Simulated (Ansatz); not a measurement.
## Single-point calculation of CH6Ge

CH6Ge, computed with RKS PBE0-D4/def2-TZVPP (Ansatz 0.2.0).

The geometry is the reactant side of a reaction. The geometry comes from this level: PBE0-D4/def2-TZVP.

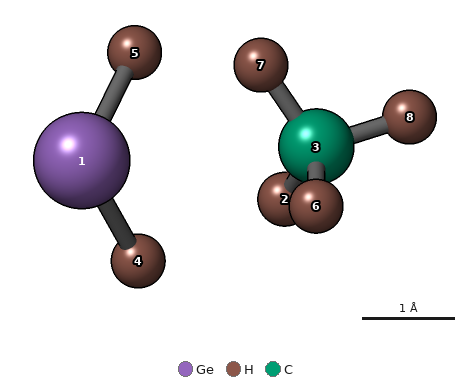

The structure as given in the input (ball-and-stick view, seen at a tilt; atoms are numbered from 1 in the order of the input). Sticks mark near contacts. Bond lengths as drawn: C–H 1.09 to 1.10 Å and Ge–H 1.59 to 1.60 Å.

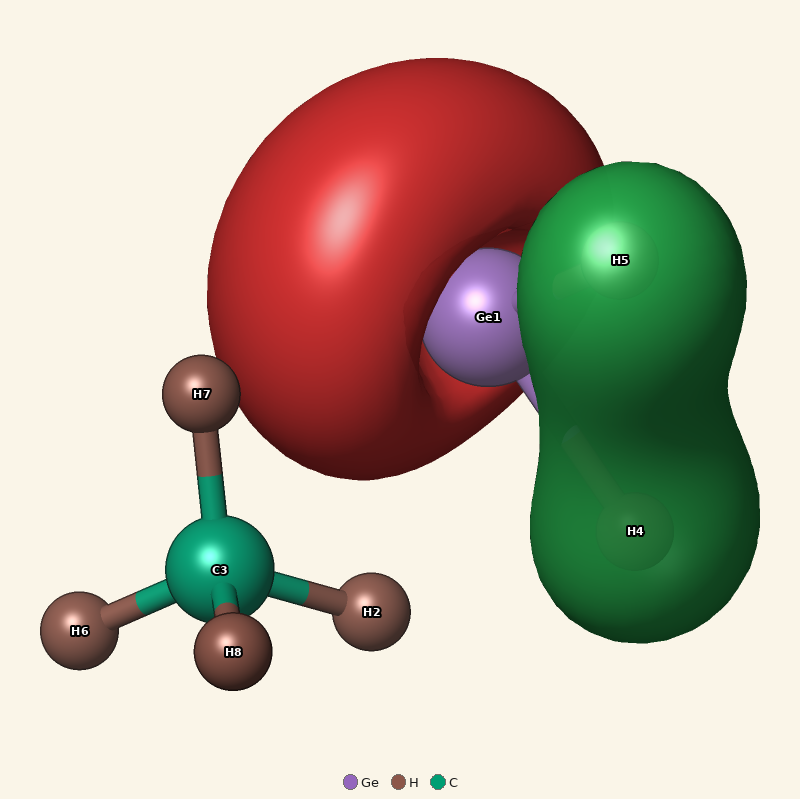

One frontier orbital at ±0.15 Å⁻³ᐟ² (green and red are the two phases), seen at an oblique angle. The HOMO, at −6.62 eV. It lies mainly on Ge1 (75 %), H4 (10 %) and H5 (10 %).

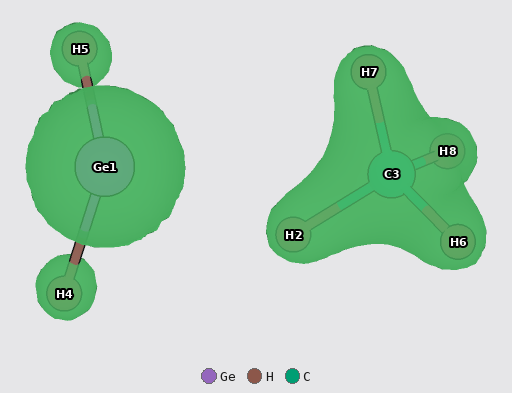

Isosurface of the total electron density at 1 e/Å³ (green), seen face on. At this value the surface falls into four separate pieces. It is pinched off along the Ge···H (2.28 Å) and Ge–H (1.59 Å) contacts. On the grid the lowest density along these lines, outside the cores, is 0.15 e/Å³ (Ge···H, 2.28 Å), 1.9 e/Å³ (C–H, 1.09 Å) and 0.81 e/Å³ (Ge–H, 1.59 Å).

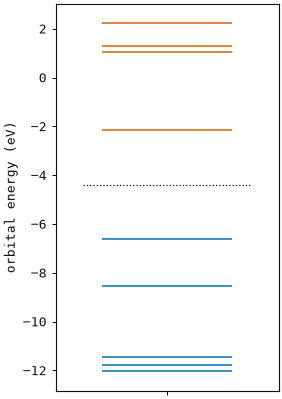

Orbital energies near the frontier; the dotted line parts filled from empty levels, and levels within 0.02 eV of each other stand side by side. Highest filled −6.62 eV, lowest empty −2.16 eV, 4.46 eV apart.

The input and output of the run follow.

## The input
```yaml
crystal:
  periodic: [false, false, false]
  atoms:
    - {symbol: Ge, position_ang: [-1.666205, 0.729822, 0.270133]}
    - {symbol: H, position_ang: [0.224153, -0.541667, 0.407441]}
    - {symbol: C, position_ang: [1.074836, 0.000852, -0.037137]}
    - {symbol: H, position_ang: [-1.887843, -0.646470, 1.049124]}
    - {symbol: H, position_ang: [-1.836313, -0.010639, -1.130750]}
    - {symbol: H, position_ang: [1.650549, 0.469788, 0.757618]}
    - {symbol: H, position_ang: [0.772381, 0.754079, -0.765659]}
    - {symbol: H, position_ang: [1.668442, -0.755766, -0.550771]}
basis:
  gaussian: {orbitals: def2-TZVPP}
hamiltonian: {xc: pbe0, dispersion: d4}
output: {orbitals: {seedname: orbitals}}
```

Launched with:
```bash
ansatz run in.yaml --threads 2 --pin off --events-out ev --progress --plain --max-ram 4352MiB
```

## Log
```
Functional definition: PBE0
  name "PBE0"
  cite "Adamo & Barone, J. Chem. Phys. 110, 6158 (1999) doi:10.1063/1.478522"
  cite "Perdew, Burke & Ernzerhof, Phys. Rev. Lett. 77, 3865 (1996) doi:10.1103/PhysRevLett.77.3865"
  parent pbe
  parameter a = 0.25
  parameter kappa = 0.804
  parameter beta = 0.06672455060314922
  exchange = (1 - a)*pbe_x(kappa = kappa, mu = beta*pi^2/3) + a*exact_x
  correlation = pbe_c(beta = beta)
935 factors; their error is unknown
mean field evaluation 1: about -57638.6524 eV, gradient 4.6e1 eV
mean field evaluation 2: about -57637.4431 eV, gradient 4.8e1 eV
mean field evaluation 4: about -57643.1378 eV, gradient 1.5e0 eV
mean field evaluation 8: about -57643.4082 eV, gradient 3.1e-1 eV
mean field -57643.40832950 eV, -2118.3561840036 hartree, gradient 7.0e-5 eV, S^2 0.000000; 0 other end points of the search recorded, 0 dependent functions left out
reference -57643.40835529 eV, -2118.3561849514 hartree; 22, 22 occupied and 141, 141 virtual orbitals, 935 factors
Total energy: -57643.49885568 eV, -2118.3595107793 hartree
```

## Summary

```tsv
quantity	value
outcome	converged
total energy	−57643.4989 eV
mean-field energy	−57643.4084 eV
dispersion energy	−0.0905 eV
SCF solution under orbital rotations	stable
HOMO	−6.62 eV
LUMO	−2.16 eV
hardware	2 threads of Arm Neoverse V1, 23 GiB of memory available, shared host
wall time	2.1 s (CPU time 4 s)
peak memory	0.36 GiB
```
